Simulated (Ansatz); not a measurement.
# UCCSD/aug-cc-pVDZ run of C2H3Si (SMILES C#C[SiH2])

What is the energy change on altering one bond length of C2H3Si at UCCSD/aug-cc-pVDZ? 

The results are computed with Ansatz 0.2.0.

39 further runs of the same task are left out: 39 set aside as unsound or not needed. Runs told in other sessions of the task aren't counted.

### 1 The structure to begin with

C2H3Si: 6 atoms, total charge 0, spin state doublet. As SMILES, `C#C[SiH2]`. Geometry: relaxed at PBE0-D4/def2-TZVP.

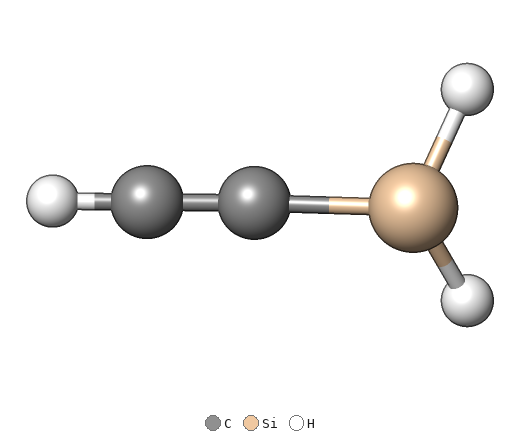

Viewed from a chosen angle; carbon grey, silicon light orange, hydrogen white.

### 2 A single-point energy at UCCSD/aug-cc-pVDZ

molecule.yaml reads:

```yaml
crystal:
  periodic: [false, false, false]
  atoms:
    - {symbol: C, position_ang: [1.019700, -1.302300, 0.535000]}
    - {symbol: C, position_ang: [0.376000, -0.354500, 0.145700]}
    - {symbol: Si, position_ang: [-0.444500, 1.136900, -0.449500]}
    - {symbol: H, position_ang: [1.575400, -2.144400, 0.879400]}
    - {symbol: H, position_ang: [-1.137600, 0.894600, -1.738800]}
    - {symbol: H, position_ang: [-1.346900, 1.705600, 0.581800]}
basis:
  gaussian: {orbitals: aug-cc-pVDZ}
magnetization: {spin_polarized: true, initial_magnetization: 1}
correlation: {method: ccsd, frozen_orbitals: {C: 1, H: 0, Si: 5}}
accuracy: high
scf: {omitted_lower_state_checks: [cluster_reference, increment]}
```

On the command line:

```sh
ansatz run molecule.yaml --threads 1 --pin off --max-ram 2610MiB --events-out events.jsonl --progress --plain --runs-dir runs
```

The program printed, shortened:

```text
Warning: RAYON_NUM_THREADS=1 ignored (pool sized by the plan → 1); use --threads N
Functional definition: HF
  name "HF"
[...]
1869 factors; integrals over basis functions are off by at most 3.6e-9 eV
[...]
mean field -9968.14978822 eV, -366.3227480625 hartree, gradient 1.5e-8 eV, S^2 0.844689; 3 other end points of the search recorded, 0 dependent functions left out
7 core orbitals not correlated: weight in the atoms' cores, before any rotation towards them, 1.000 or more for the frozen orbitals, at most 0.000 for the correlated occupied ones
reference -9968.14978822 eV, -366.3227480625 hartree; 8, 7 occupied and 85, 86 virtual orbitals, 1869 factors
second order -9.15451598 eV of doubles, -0.00000000 eV of singles
cycle   1  -9.61751792 eV  change   -4.6e-1 eV  update   9.4e-2
[...]
cycle  26  -10.15611779 eV  change   3.4e-10 eV  update  2.6e-10
Total energy: -9978.30590601 eV, -366.6959785072 hartree
Checks for a lower state left out: cluster_reference, increment
```

Run time: 17 s. Hardware: 1 thread of AMD EPYC 9R45 (Zen 5), shared host; peak memory 1.3 GiB.

### 3 The distorted shape at the same level

job.yaml reads:

```yaml
crystal:
  periodic: [false, false, false]
  atoms:
    - symbol: C
      position_ang: [1.290425, -1.472913, 0.225605]
    - symbol: C
      position_ang: [0.646725, -0.525113, -0.163695]
    - symbol: Si
      position_ang: [-0.173775, 0.966287, -0.758895]
    - symbol: H
      position_ang: [1.846125, -2.315013, 0.570005]
    - symbol: H
      position_ang: [-0.866875, 0.723987, -2.048195]
    - symbol: H
      position_ang: [-1.346900, 1.705600, 0.581800]
basis:
  gaussian:
    orbitals: aug-cc-pVDZ
magnetization:
  spin_polarized: true
  initial_magnetization: 1
correlation:
  method: ccsd
  frozen_orbitals: {C: 1, H: 0, Si: 5}
accuracy: high
scf:
  omitted_lower_state_checks: [cluster_reference, increment]
```

On the command line:

```sh
ansatz run job.yaml --threads 1 --pin off --max-ram 2610MiB --events-out events.jsonl --progress --plain --runs-dir runs
```

The program printed, shortened:

```text
Warning: RAYON_NUM_THREADS=1 ignored (pool sized by the plan → 1); use --threads N
[... 2 set-up lines as earlier in the session ...]
[...]
1871 factors; integrals over basis functions are off by at most 3.4e-9 eV
[...]
mean field -9967.07224411 eV, -366.2831490470 hartree, gradient 7.9e-8 eV, S^2 0.836530; 3 other end points of the search recorded, 0 dependent functions left out
7 core orbitals not correlated: weight in the atoms' cores, before any rotation towards them, 1.000 or more for the frozen orbitals, at most 0.000 for the correlated occupied ones
reference -9967.07224411 eV, -366.2831490470 hartree; 8, 7 occupied and 85, 86 virtual orbitals, 1871 factors
second order -9.24465283 eV of doubles, -0.00000000 eV of singles
cycle   1  -9.71511485 eV  change   -4.7e-1 eV  update   9.9e-2
[...]
cycle  27  -10.29369064 eV  change    1.0e-9 eV  update   1.3e-9
Total energy: -9977.36593475 eV, -366.6614352005 hartree
Checks for a lower state left out: cluster_reference, increment
```

Run time: 17 s. Hardware: 1 thread of AMD EPYC 9R45 (Zen 5), shared host; peak memory 1.3 GiB.

### 4 Outcome

Level: UCCSD/aug-cc-pVDZ, 7 core orbitals frozen.

| quantity | value |
| --- | --- |
| first shape: total energy | -366.69598 Eh |
| first shape: correlation energy (7 core orbitals frozen) | -373.2 mEh |
| first shape: ⟨S²⟩ of the reference determinant | 0.845 |
| first shape: T1 diagnostic | 0.029 |
| distorted shape: total energy | -366.66144 Eh |
| distorted shape: correlation energy (7 core orbitals frozen) | -378.3 mEh |
| distorted shape: ⟨S²⟩ of the reference determinant | 0.837 |
| distorted shape: T1 diagnostic | 0.029 |
| energy change with the Si3–H6 bond stretched from 1.484 to 1.929 Å | 0.940 eV |

With the Si3–H6 bond stretched from 1.484 to 1.929 Å the energy rises by 0.94 eV (21.7 kcal/mol). The first shape isn't relaxed at this level, so the change isn't measured from a minimum.
